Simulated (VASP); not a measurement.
Band structure of CoSi₂ (fluorite). Method: rev-vdW-DF2, VASP's PBE PAW potentials (set 64) (plane waves; VASP).

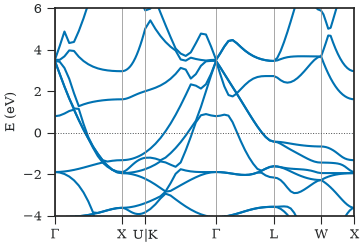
Figure: Bands along high-symmetry lines, zero at the valence-band maximum or, without a gap, the Fermi level

Read the plot: is there a gap, and where are the band edges?

It has no gap at this level: it comes out as a metal or semimetal. (Edges off the drawn lines would not show.)

The compound is CoSi2 in the fluorite structure. It was relaxed first. The run is not spin-polarised, so no magnetic state was tried. The electron count is odd and the run is not spin-polarised, which forces a metal.
